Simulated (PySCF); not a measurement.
```yaml
atoms:
  - { symbol: Zr, position_ang: [-0.7482, 0.1402, -0.7561] }
  - { symbol: N, position_ang: [-0.6544, -0.1033, 1.6416] }
  - { symbol: H, position_ang: [-1.6241, 0.0140, 1.9437] }
  - { symbol: H, position_ang: [-0.1083, 0.6160, 2.1156] }
  - { symbol: H, position_ang: [-0.3547, -1.0268, 1.9544] }
  - { symbol: Cl, position_ang: [-0.4324, 0.3680, -3.0936] }
  - { symbol: N, position_ang: [1.6472, -0.1103, -0.6414] }
  - { symbol: H, position_ang: [1.9471, -0.1270, -1.6186] }
  - { symbol: H, position_ang: [1.9715, -0.9794, -0.2179] }
  - { symbol: H, position_ang: [2.1133, 0.6834, -0.2011] }
  - { symbol: Cl, position_ang: [-3.0878, 0.3685, -0.4519] }
  - { symbol: Cl, position_ang: [-0.0847, 2.3716, -0.0906] }
  - { symbol: Cl, position_ang: [-0.5538, -2.2670, -0.5619] }
```

Geometry: PBE0-D3(BJ)/def2-SVP; core potentials replace the inner electrons of Zr.

The calculation used PySCF 2.14.0, PBE0/def2-SVPD, SCF density, gas phase, scalar-relativistic core potentials on the heavy atoms.

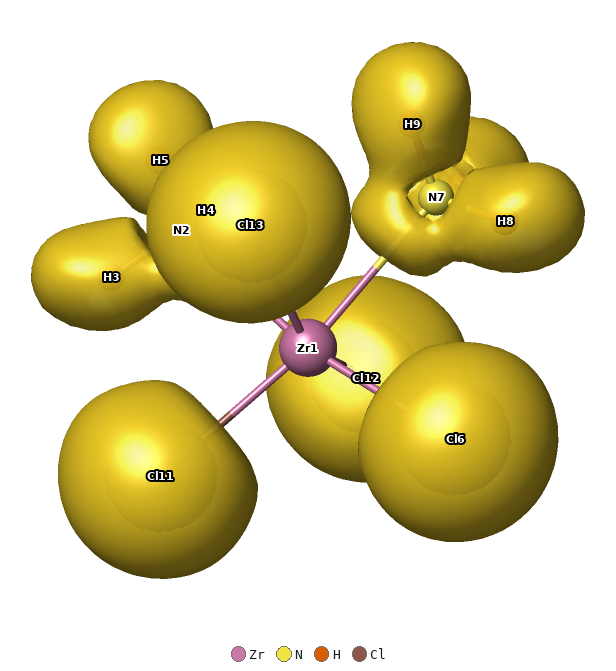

Cl4H6N2Zr (SMILES [NH3]->[Zr](<-[NH3])([Cl])([Cl])([Cl])[Cl]). Isosurface of the electron localisation function at 0.75 (yellow), seen at a tilt. Only the valence region is drawn (cores and ρ < 0.01 e/Å³ removed).

Question: Describe the localisation domains.

Answer: The ELF exceeds this value in four regions wrapped around Cl (the valence shell of each) and two joined regions spread over several atoms (H, N), in which their bonds and any lone pairs are merged. Profiles from the grid: Zr–Cl (2.37 Å): the ELF peaks at about 0.85 in the valence shell of Cl, 0.8 Å from its nucleus, and is about 0.30 at the midpoint. Zr–N (2.41 Å): the ELF peaks at about 0.95 in the valence shell of N, 0.7 Å from its nucleus, and is about 0.20 at the midpoint.
